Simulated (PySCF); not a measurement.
C6H10S

Input

```
{"job": {"kind": "nmr", "xc": "PBE0", "basis": "pcSseg-1", "pop": false}, "charge": 0, "multiplicity": 1}
C      1.778786    -0.989127    -0.586896
C      0.728798    -0.508411     0.057141
C      0.733651     0.836362     0.720003
C      0.026838     1.813038    -0.204891
S     -1.731147     1.373124    -0.442579
C     -1.849789    -0.429665    -0.068126
C     -0.570854    -1.252136     0.153660
H      2.714741    -0.457572    -0.618720
H      1.750238    -1.936323    -1.098191
H      1.755645     1.182942     0.884602
H      0.215362     0.795520     1.680747
H      0.016470     2.824204     0.201816
H      0.506497     1.822592    -1.185080
H     -2.490803    -0.479531     0.812285
H     -2.408567    -0.829488    -0.913727
H     -0.618943    -1.681558     1.160541
H     -0.556923    -2.083971    -0.552584
```

Run with:

```sh
OMP_NUM_THREADS=1 python ens_run.py task.json out
```

Geometry: GFN2-xTB.

Level of theory: PBE0/pcSseg-1, SCF density, gas phase, non-relativistic in PySCF.

**What can the converged electron density and electron localisation function tell about the bonding?**

C–C (1.32 Å): ρ at the midpoint is about 2.3 e/Å³; the ELF peaks at about 0.90 between the atoms (a multiple bond).
C–H (1.08 Å): the density is about 2 e/Å³ at the midpoint; the ELF climbs to about 1 towards the hydrogen, as it does in any bond to H: an ordinary covalent bond to hydrogen.
C–C (1.50 Å): ρ at the midpoint is about 1.7 e/Å³; the ELF peaks at about 0.95 between the atoms: a shared electron pair.

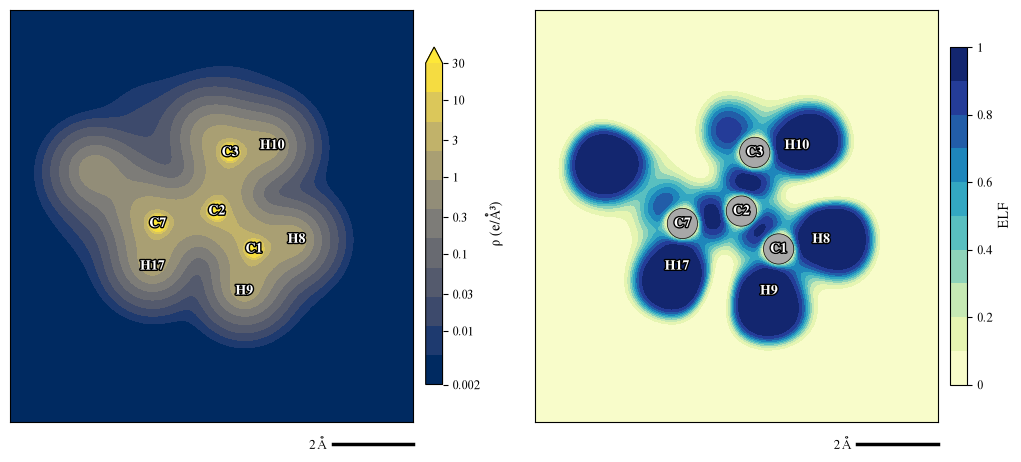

Computed electron density and electron localisation function on the plane of atoms C2, C1 and H9, in this order. Grey discs cover the atomic cores in the ELF map. 
